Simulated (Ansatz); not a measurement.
# What TlBi (Pm-3m) distorts into, part 2 of 2

Wanted: the energy along a soft mode of TlBi (Pm-3m) and the structure at the end.

Ansatz 0.2.0; DFT PBEsol, scalar-relativistic, plane waves, PAW; PAW set soft_1.

So far, highest frequency on the path or at a solved wavevector (cm⁻¹): step 2 (the dispersion) 78.7. Also lowest frequency on the path (cm⁻¹): step 2 -26.8.

### Step 5. Energy along the mode, all amplitudes (two of the runs are shown above)

An imaginary frequency means negative curvature, so the energy should fall and then rise again as anharmonic terms take over.

Numbers from this step:

```
depth at the lowest point sampled  : 13.82 meV/atom
largest atomic shift at that point : 0.6 Å
```

Energy from the parent against largest atomic shift:

```tsv
largest atomic shift (Å)	energy from the parent (meV/atom)
0.000	0
0.040	-0.105
0.080	-0.415
0.140	-1.24
0.220	-2.89
0.320	-5.50
0.450	-9.28
0.600	-13.8
```

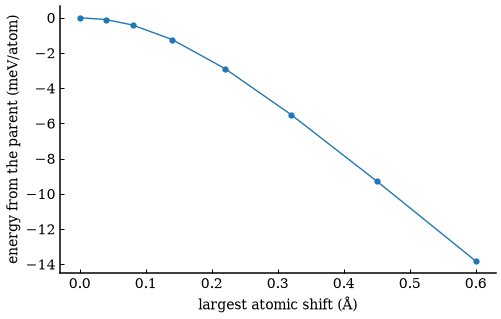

Energy from the parent against largest atomic shift.

Displacement at unit largest shift by atom:

```tsv
atom	x (Å)	y (Å)	z (Å)	size
Tl1	0.000	-0.624	0.624	0.882
Tl2	0.000	0.000	0.000	0.000
Tl3	0.000	0.624	-0.624	0.882
Tl4	0.000	0.000	0.000	0.000
Bi5	0.000	0.000	0.000	0.000
Bi6	0.000	0.707	-0.707	1.000
Bi7	0.000	0.000	0.000	0.000
Bi8	0.000	-0.707	0.707	1.000
```

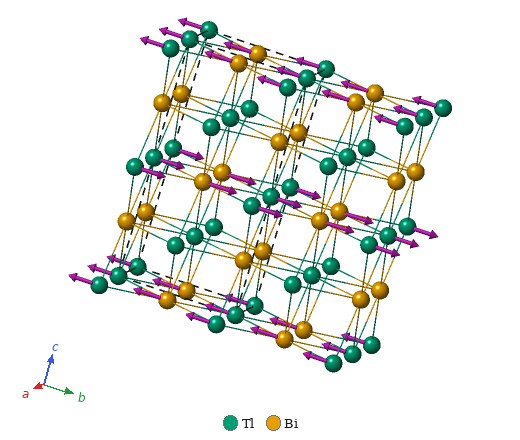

Displacement at unit largest shift as arrows, the longest 1.000 Å. 2×2×1 cells are drawn. Some periodic images of atoms are drawn too.

The lowest of the steps tried is the last one, at 0.6 Å, 13.8 meV/atom below the parent; the bottom of the well need not coincide with a step.

### Step 6. Relaxation from the frozen mode

Starting from the lowest point found, all atoms and the cell are let go, so that strain and other modes of the same symmetry can join in.

The input, input.yaml:

```yaml
crystal:
  lattice:
    - [3.8875782353, 0.0, 0.0]
    - [0.0, 3.8875782353, -3.8875782353]
    - [0.0, 7.7751564706, 7.7751564706]
  atoms:
    - { symbol: Tl, position: [0.0, -0.0962370071, 0.0] }
    - { symbol: Tl, position: [0.0, 0.5, 0.25] }
    - { symbol: Tl, position: [0.0, 0.0962370071, 0.5] }
    - { symbol: Tl, position: [0.0, 0.5, 0.75] }
    - { symbol: Bi, position: [0.5, 0.0, 0.25] }
    - { symbol: Bi, position: [0.5, 0.6091332555, 0.5] }
    - { symbol: Bi, position: [0.5, 0.0, 0.75] }
    - { symbol: Bi, position: [0.5, 0.3908667445, 0.0] }
kpoints:
  mp_grid: { grid: [10, 8, 4] }
hamiltonian:
  xc: pbesol
  pseudopotentials: { kind: paw, azcp: { folder: soft_1 }, xc_functional: pbe }
scf:
  occupations: { method: methfessel_paxton, width: 0.2 }
output:
  forces: true
  stress: true
  eigenvalues: true
relax:
  adjacent_minimum: "off"
  f_tol: 0.002
  max_steps: 120
  cell: { stress_tol: 0.03 }
```

On the command line:

```sh
> ansatz run input.yaml --threads 4 --pin off --max-ram 10240MiB --backend cpu --events-out ev --progress --plain --runs-dir out
```

Numbers of over 12 decimals in the logs are rounded to 6 here.

The log of the run:

```text
[...]
Crystal: 8 atoms, lattice volume = 235.016 Å³
Basis set: ecut = 420 eV, 4651 PW (Γ), exchange–correlation on 54×80×150 points (8 copies of the dense FFT grid, shifted against one another)
Bands: 68, of which v1, the nominal top of the filled ones, is band 56 counted from 1 (55 counted from 0)
Symmetry: 8 space group operations
[...]
k-points: 90 of 320
[...]
SCF iter   1: F=—  HF=-94169.095283 eV  |F-HF|=—  |Δ(HF+E_count)|=         —  Δρ=1.89e-2  dr2=2.33e0  ethr=3.10e-3  ⟨swp⟩=6.7  Hψ=24701  notcnv=0
[...]
SCF iter   8: F=-94168.191665 eV  HF=-94168.191665 eV  |F-HF|=7.51e-9  |Δ(HF+E_count)|=   1.43e-8  S|Δr|=    0.00e0  Δρ=2.42e-6  dr2=2.40e-8  ethr=8.93e-11  ⟨swp⟩=10.0  Hψ=27411  notcnv=0
SCF 1 converged in 8 iterations: F = -94168.191665 eV  dr2 = 2.40e-8
[...]
relax step   1: F+E_penalty+E_count = -94168.19166538 eV  Δ(F+E_penalty+E_count) = +0.000e0 eV  max|allowed force component| = 7.238e-2 eV/Å  Δτ_max = 0.0000 Å  P = +0.593 GPa  Ω = 235.016 Å³  (8 SCF iters, dr2 threshold 1.00e-7 eV, accepted)
Crystal: 8 atoms, lattice volume = 239.218 Å³
Basis set: ecut = 420 eV, 4711 PW (Γ), exchange–correlation on 54×80×150 points (8 copies of the dense FFT grid, shifted against one another)
[...]
SCF iter   5: F=-94168.215886 eV  HF=-94168.215887 eV  |F-HF|=1.67e-7  |Δ(HF+E_count)|=   3.30e-6  S|Δr|=    0.00e0  Δρ=1.52e-5  dr2=6.98e-7  ethr=7.14e-10  ⟨swp⟩=5.1  Hψ=28754  notcnv=0
SCF 2 converged in 5 iterations: F = -94168.215886 eV  dr2 = 6.98e-7
relax step   2: F+E_penalty+E_count = -94168.21588640 eV  Δ(F+E_penalty+E_count) = -2.422e-2 eV  max|allowed force component| = 5.404e-2 eV/Å  Δτ_max = 0.0725 Å  P = -0.142 GPa  Ω = 239.218 Å³  energy of the carried Pulay correction = -3.395e-4 eV  (5 SCF iters, dr2 threshold 8.00e-7 eV, accepted)
Crystal: 8 atoms, lattice volume = 242.346 Å³
Basis set: ecut = 420 eV, 4783 PW (Γ), exchange–correlation on 54×80×150 points (8 copies of the dense FFT grid, shifted against one another)
[...]
SCF iter   7: F=-94168.261104 eV  HF=-94168.261104 eV  |F-HF|=2.13e-8  |Δ(HF+E_count)|=   6.65e-9  S|Δr|=    0.00e0  Δρ=4.00e-6  dr2=5.40e-8  ethr=2.50e-10  ⟨swp⟩=6.0  Hψ=22374  notcnv=0
the search or the solves at the SCF's close seem to have found levels that the self-consistency loop had missed (the run counts 1). By its estimate they hold under 1e-12 electrons; where the run keeps them, the occupations were computed again with them
SCF 3 converged in 7 iterations: F = -94168.261104 eV  dr2 = 5.40e-8
relax step   3: F+E_penalty+E_count = -94168.26110381 eV  Δ(F+E_penalty+E_count) = -4.522e-2 eV  max|allowed force component| = 5.589e-2 eV/Å  Δτ_max = 0.1842 Å  P = -0.376 GPa  Ω = 242.346 Å³  energy of the carried Pulay correction = -5.885e-4 eV  (7 SCF iters, dr2 threshold 2.80e-7 eV, accepted)
[... from here on, the SCF cycles and remarks between the steps are left out ...]
relax step   4: F+E_penalty+E_count = -94168.34653908 eV  Δ(F+E_penalty+E_count) = -8.544e-2 eV  max|allowed force component| = 6.040e-2 eV/Å  Δτ_max = 0.1951 Å  P = -0.308 GPa  Ω = 243.866 Å³  energy of the carried Pulay correction = -7.082e-4 eV  (7 SCF iters, dr2 threshold 8.00e-7 eV, accepted)
relax step   5: F+E_penalty+E_count = -94168.51107574 eV  Δ(F+E_penalty+E_count) = -1.645e-1 eV  max|allowed force component| = 1.400e-1 eV/Å  Δτ_max = 0.1939 Å  P = -0.236 GPa  Ω = 243.929 Å³  energy of the carried Pulay correction = -7.131e-4 eV  (7 SCF iters, dr2 threshold 8.00e-7 eV, accepted)
relax step   6: F+E_penalty+E_count = -94168.70446665 eV  Δ(F+E_penalty+E_count) = -1.934e-1 eV  max|allowed force component| = 7.589e-2 eV/Å  Δτ_max = 0.0340 Å  P = +0.123 GPa  Ω = 239.986 Å³  energy of the carried Pulay correction = -4.010e-4 eV  (6 SCF iters, dr2 threshold 8.00e-7 eV, accepted)
relax step   7: F+E_penalty+E_count = -94168.71566370 eV  Δ(F+E_penalty+E_count) = -1.120e-2 eV  max|allowed force component| = 4.081e-2 eV/Å  Δτ_max = 0.0255 Å  P = +0.018 GPa  Ω = 240.608 Å³  energy of the carried Pulay correction = -4.506e-4 eV  (5 SCF iters, dr2 threshold 5.11e-7 eV, accepted)
relax step   8: F+E_penalty+E_count = -94168.71769337 eV  Δ(F+E_penalty+E_count) = -2.030e-3 eV  max|allowed force component| = 2.694e-3 eV/Å  Δτ_max = 0.0270 Å  P = +0.049 GPa  Ω = 240.730 Å³  energy of the carried Pulay correction = -4.603e-4 eV  (6 SCF iters, dr2 threshold 1.04e-7 eV, accepted)
relax step   9: F+E_penalty+E_count = -94168.71756171 eV  Δ(F+E_penalty+E_count) = +1.317e-4 eV  max|allowed force component| = 2.945e-3 eV/Å  Δτ_max = 0.0031 Å  P = -0.106 GPa  Ω = 241.543 Å³  energy of the carried Pulay correction = -5.249e-4 eV  (5 SCF iters, dr2 threshold 2.93e-8 eV, rejected (line search))
relax step  10: F+E_penalty+E_count = -94168.71779872 eV  Δ(F+E_penalty+E_count) = -1.054e-4 eV  max|allowed force component| = 7.928e-4 eV/Å  Δτ_max = 0.0014 Å  P = +0.012 GPa  Ω = 240.910 Å³  energy of the carried Pulay correction = -4.746e-4 eV  (7 SCF iters, accepted)
relax step  11: F+E_penalty+E_count = -94168.72213920 eV  Δ(F+E_penalty+E_count) = -4.340e-3 eV  max|allowed force component| = 5.331e-4 eV/Å  Δτ_max = 0.0000 Å  P = +0.042 GPa  Ω = 240.910 Å³  stress off target by 9.39e-2 GPa  SCF on the basis re-selected at this cell (its energy is not comparable with the rows above)  (6 SCF iters)
relax step  12: F+E_penalty+E_count = -94168.72227629 eV  Δ(F+E_penalty+E_count) = -1.371e-4 eV  max|allowed force component| = 6.767e-4 eV/Å  Δτ_max = 0.0045 Å  P = +0.006 GPa  Ω = 241.171 Å³  energy of the carried Pulay correction = -1.921e-5 eV  (5 SCF iters, dr2 threshold 2.20e-8 eV, accepted)
[...]
SCF iter   5: F=-94168.722297 eV  HF=-94168.722297 eV  |F-HF|=4.37e-11  |Δ(HF+E_count)|=  1.89e-10  S|Δr|=    0.00e0  Δρ=1.25e-7  dr2=2.37e-11  ethr=1.00e-12  ⟨swp⟩=5.7  Hψ=30534  notcnv=0
SCF 13 converged in 5 iterations: F = -94168.722297 eV  dr2 = 2.37e-11
relax step  13: F+E_penalty+E_count = -94168.72229685 eV  Δ(F+E_penalty+E_count) = -2.056e-5 eV  max|allowed force component| = 6.885e-4 eV/Å  Δτ_max = 0.0000 Å  P = +0.006 GPa  Ω = 241.171 Å³  stress off target by 1.35e-2 GPa  SCF on the basis re-selected at this cell (its energy is not comparable with the rows above)  (5 SCF iters)
[...]
SCF converged after 5 iterations
[...]
Free energy (F): -94168.722297 eV
[...]
Internal energy: -94168.727845 eV  (E = F + TS)
E sigma→0 (E₀):  -94168.723684 eV
Entropy (-TS):   0.005548 eV (0.694 meV/atom)
Fermi energy:    10.770680 eV
Step filling:    the computed levels leave a gap of 0.0006 eV = 0.0 smearing widths at the electron count; against every level under it full and every level over it empty, smearing changes F+E_penalty+E_count by +1.844 meV and its σ→0 estimate by +0.457 meV
[...]
--- Forces (eV/Å), atoms counted from 1 ---
  atom   1  Tl     0.00000000     0.00028088    -0.00028088
  atom   2  Tl    -0.00000000     0.00000000     0.00000000
  atom   3  Tl    -0.00000000    -0.00028088     0.00028088
  atom   4  Tl     0.00000000     0.00000000     0.00000000
  atom   5  Bi     0.00000000     0.00000000     0.00000000
  atom   6  Bi    -0.00000000    -0.00068847     0.00068847
  atom   7  Bi    -0.00000000     0.00000000     0.00000000
  atom   8  Bi     0.00000000     0.00068847    -0.00068847
  max |Σ_I F_I| component: 2.17e-19 eV/Å
--- Stress (GPa, compression-positive) ---
        0.003027      -0.000000       0.000000
       -0.000000       0.007329      -0.006207
        0.000000      -0.006207       0.007329
  P = ⅓ Tr σ = 0.0059 GPa (0.059 kbar)
--- Band table (eV; the first three rows and the last of 90) ---
  k-point 0: bands = [... 52 lower, 8.8100, 10.5533, 11.1076, 11.6828, 12.7133, 13.1902, 14.2915, 14.3130, ... 8 higher]
  k-point 1: bands = [... 52 lower, 8.3520, 10.0532, 11.6164, 11.6231, 13.2696, 13.7402, 13.8589, 14.1821, ... 8 higher]
  k-point 2: bands = [... 52 lower, 8.7201, 8.7201, 12.2892, 12.2892, 13.4272, 13.4272, 13.5003, 13.5003, ... 8 higher]
  k-point 89: bands = [... 52 lower, 7.9941, 7.9941, 8.2778, 8.2778, 11.3556, 11.3556, 12.6287, 12.6287, ... 8 higher]
--- Relaxed structure (11 steps of the walk, 10 accepted, 2 SCFs on fresh bases) ---
  F+E_penalty+E_count = -94168.72229685 eV   max|allowed force component| = 6.885e-4 eV/Å   (the final SCF, on the basis selected at the relaxed cell)
  cell:  # Å, volume = 241.1708 Å³
    - [3.394382, 0, 0]
    - [0, 4.438521, -4.438521]
    - [0, 8.003789, 8.003789]
  atoms:
    - { symbol: Tl, position: [0, -0.202231, 0.0] }
    - { symbol: Tl, position: [0, 0.500000, 0.250000] }
    - { symbol: Tl, position: [0, 0.202231, 0.500000] }
    - { symbol: Tl, position: [0, 0.500000, 0.750000] }
    - { symbol: Bi, position: [0.500000, 0.0, 0.250000] }
    - { symbol: Bi, position: [0.500000, 0.716979, 0.5] }
    - { symbol: Bi, position: [0.500000, 0.0, 0.750000] }
    - { symbol: Bi, position: [0.500000, 0.283021, 0.0] }
```

It took 4.2 min on 4 threads of Arm Neoverse V1, shared host; peak memory 1.3 GiB; 17 min of CPU time.

The steps of the relaxation:

```tsv
step	energy less that of the first step (eV)	largest force component (eV/Å)	pressure (GPa)	volume (Å³)
1	0.0000	0.0724	0.59	235.02
2	-0.0242	0.0540	-0.14	239.22
3	-0.0694	0.0559	-0.38	242.35
4	-0.1549	0.0604	-0.31	243.87
5	-0.3194	0.1400	-0.24	243.93
6	-0.5128	0.0759	0.12	239.99
7	-0.5240	0.0408	0.02	240.61
8	-0.5260	0.0027	0.05	240.73
9	-0.5259	0.0029	-0.11	241.54
10	-0.5261	0.0008	0.01	240.91
11*	-0.5305	0.0005	0.04	240.91
12	-0.5306	0.0007	0.01	241.17
13*	-0.5306	0.0007	0.01	241.17
```

Relaxation steps marked * repeat the geometry before them on a plane-wave basis chosen anew for their cell, so energy and pressure can jump there. Relaxation step 9 was tried and not accepted.

The run keeps the 8 symmetry operations that it works with, so distortions that break them were not tested.

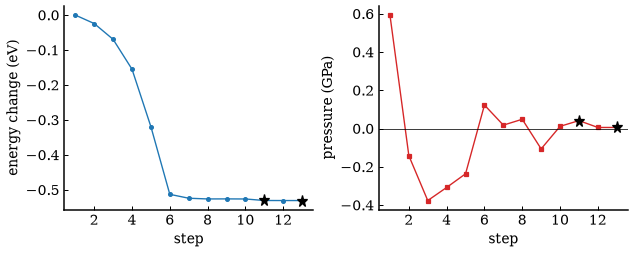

Energy and pressure along the relaxation. Stars mark steps on a basis chosen anew.

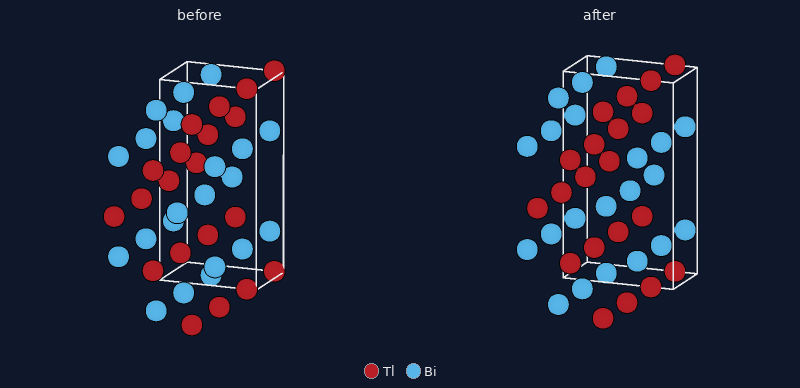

Before and after, at one scale.

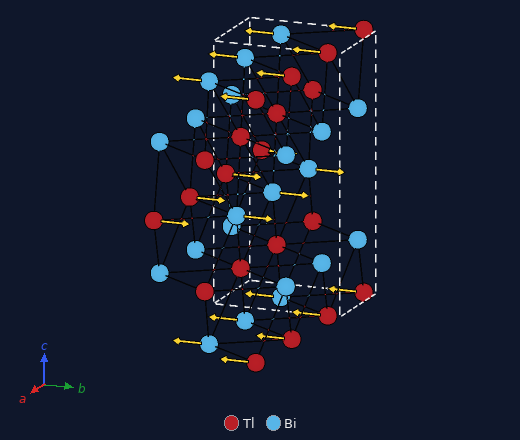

Displacements in the relaxation, exaggerated, measured against the changing cell; the longest in the cell stands for 0.68 Å. 3×1×1 cells are drawn. Some periodic images of atoms are drawn too.

```tsv
cell as run	before	after	change
a (Å)	3.888	3.394	-12.7 %
b (Å)	5.498	6.277	+14.2 %
c (Å)	10.996	11.319	+2.9 %
volume (Å³/atom)	29.38	30.15	+2.6 %
```

The atoms that moved most (Å, as changes of fractional coordinates times the final cell):

```tsv
atom	dx	dy	dz	length
Bi6	0.000	0.479	-0.479	0.677
Bi8	0.000	-0.479	0.479	0.677
Tl1	0.000	-0.470	0.470	0.665
Tl3	0.000	0.470	-0.470	0.665
```

Numbers from this step:

* pressure: 0.005895 GPa
* volume per atom: 30.15 Å³

The distorted start has space group Pmma; the relaxation ends in Pmma.

### Step 7. The new phase in its own primitive cell

The relaxed structure is symmetrised, reduced to its primitive cell and relaxed tightly, as its phonons need.

input.yaml, the sections that differ from step 6:

```yaml
crystal:
  lattice:
    - [11.3190664049, 0.0, 0.0]
    - [0.0, 3.3943823128, 0.0]
    - [0.0, 0.0, 6.2770165622]
  atoms:
    - { symbol: Tl, position: [0.75, 0.0, 0.7977694831] }
    - { symbol: Tl, position: [0.0, 0.0, 0.5] }
    - { symbol: Tl, position: [0.25, 0.0, 0.2022305169] }
    - { symbol: Tl, position: [0.5, 0.0, 0.5] }
    - { symbol: Bi, position: [0.0, 0.5, 0.0] }
    - { symbol: Bi, position: [0.25, 0.5, 0.7169785614] }
    - { symbol: Bi, position: [0.5, 0.5, 0.0] }
    - { symbol: Bi, position: [0.75, 0.5, 0.2830214386] }
kpoints:
  mp_grid: { grid: [4, 10, 6] }
relax:
  adjacent_minimum: "off"
  f_tol: 0.001
  max_steps: 60
  cell: { stress_tol: 0.01 }
# hamiltonian, scf, output: as in step 6
```

The log of the run:

```text
[...]
Crystal: 8 atoms, lattice volume = 241.171 Å³
Basis set: ecut = 420 eV, 4731 PW (Γ), exchange–correlation on 160×48×90 points (8 copies of the dense FFT grid, shifted against one another)
Bands: 68, of which v1, the nominal top of the filled ones, is band 56 counted from 1 (55 counted from 0)
Symmetry: 8 space group operations
[...]
k-points: 72 of 240
[...]
- [0, 3.401777, 4.6645968688356165e-19]
    - [0, 8.625944016752427e-19, 6.278882]
  atoms:
    - { symbol: Tl, position: [0.75, 0, 0.797186] }
    - { symbol: Tl, position: [0, 0, 0.5] }
    - { symbol: Tl, position: [0.25, 0, 0.202814] }
    - { symbol: Tl, position: [0.5, 0, 0.5] }
    - { symbol: Bi, position: [0, 0.500000, 0] }
    - { symbol: Bi, position: [0.25, 0.500000, 0.717526] }
    - { symbol: Bi, position: [0.5, 0.500000, 0] }
    - { symbol: Bi, position: [0.75, 0.500000, 0.282474] }
[key lines of the parts left out:]
SCF converged after 5 iterations
Free energy (F): -94168.718959 eV
Fermi energy:    10.776047 eV
P = ⅓ Tr σ = 0.0005 GPa (0.005 kbar)
```

Run time: 85 s. Hardware: 4 threads; peak memory 1.2 GiB; 5.5 min of CPU time.

Relaxation path:

```tsv
step	energy less that of the first step (eV)	largest force component (eV/Å)	pressure (GPa)	volume (Å³)
1	0.0000	0.0084	-0.03	241.17
2	-0.0007	0.0037	0.02	240.97
3	-0.0007	0.0008	-0.01	241.09
4	-0.0007	0.0003	0.00	241.05
5*	-0.0007	0.0003	0.00	241.05
```

Relaxation steps marked * repeat the geometry before them on a plane-wave basis chosen anew for their cell, so energy and pressure can jump there.

The run keeps the 8 symmetry operations that it works with, so distortions that break them were not tested.

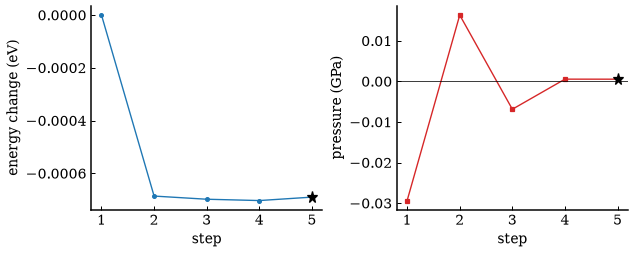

Energy and pressure along the relaxation. Stars mark steps on a basis chosen anew.

```tsv
conventional cell, symmetrised	before	after	change
a (Å)	11.319	11.285	-0.3 %
b (Å)	3.394	3.402	+0.2 %
c (Å)	6.277	6.279	+0.0 %
volume (Å³/atom)	30.15	30.13	-0.0 %
```

Final coordinates:

```cif
data_structure
_symmetry_space_group_name_H-M 'P 1'
_symmetry_Int_Tables_number 1
_cell_length_a 11.2855
_cell_length_b 3.4018
_cell_length_c 6.2789
_cell_angle_alpha 90.000
_cell_angle_beta 90.000
_cell_angle_gamma 90.000
_cell_volume 241.05
loop_
_atom_site_label
_atom_site_type_symbol
_atom_site_fract_x
_atom_site_fract_y
_atom_site_fract_z
_atom_site_occupancy
Tl1 Tl 0.75000 0.00000 0.79719 1
Tl2 Tl 0.00000 0.00000 0.50000 1
Tl3 Tl 0.25000 0.00000 0.20281 1
Tl4 Tl 0.50000 0.00000 0.50000 1
Bi5 Bi 0.00000 0.50000 0.00000 1
Bi6 Bi 0.25000 0.50000 0.71753 1
Bi7 Bi 0.50000 0.50000 0.00000 1
Bi8 Bi 0.75000 0.50000 0.28247 1
```

This step gave:

| Property | Result |
| --- | --- |
| pressure | 5.42e-4 GPa |
| volume per atom | 30.13 Å³ |

The largest force component left is 0.31 meV/Å and the pressure is 0.001 GPa, within the tolerances set. The cell now holds 30.13 Å³/atom.

### Step 8. The phases reached

The phases reached along the modes that were followed are set side by side.

Energies are those of the first relaxation, on the mesh of the frozen mode; space group, volume and gap are those of the last relaxation. Phases, by row:

```tsv
mode frozen in	space group	energy from parent (meV/atom)	volume (Å³/atom)	gap on mesh (eV)	lowest zone-centre optical mode (cm⁻¹)	largest shift (Å)
parent	Pm-3m	0	29.38	0	–	–
q = (0.25, 0.25, 0.25), 26i cm⁻¹	R-3m	-0.59	29.44	0	–	0.156
q = (0, 0.25, 0.25), 19i cm⁻¹	Pmma	-80.24	30.13	0	–	1.362
```

### Step 9. Results

* unstable mode of the parent: q = (0, 0.25, 0.25), 19i cm⁻¹
* depth at the lowest point sampled: 13.8 meV/atom
* largest atomic shift at that point: 0.6 Å
* space group reached (within 0.01 Å): Pmma
* energy gained over the parent (first relaxation, on the mesh of the frozen mode): 80.2 meV/atom
* volume per atom, phase reached: 30.1 Å³

**Reading.** Along this mode the structure falls into Pmma, 80.2 meV/atom below the parent. At the parent's cell the well is 13.82 meV/atom deep on the steps tried, with its lowest point at a shift of 0.6 Å. That is the last step tried, so the steps alone don't bracket the bottom of the well. Relaxing atoms and cell changes the gain by +66.42 meV/atom against the lowest step (energies at zero smearing). Most of the total comes from this relaxation. The modes of the phase reached were not computed on this path. Of the 2 patterns followed to their end from this parent, this one reaches the lowest energy. Each path keeps the symmetry of its pattern, so a lower phase may lie along a pattern not tried. With no gap, or one that is small against the smearing, the frequencies hang on the k mesh and the smearing, most of all near Kohn anomalies. Spin-orbit coupling is left out, which can matter for the heavy elements here. The PAW files were made for PBE and serve the other functionals too.

[Logs are printed without paths, hosts, clocks, repeated set-up lines and the standing remarks that a program may print on its own settings, such as how far it seeks lower states.]

[Hosts, paths, dates, database ids (printed as entryN), source tags and the programs' standing remarks are cut or masked in the printed files.]
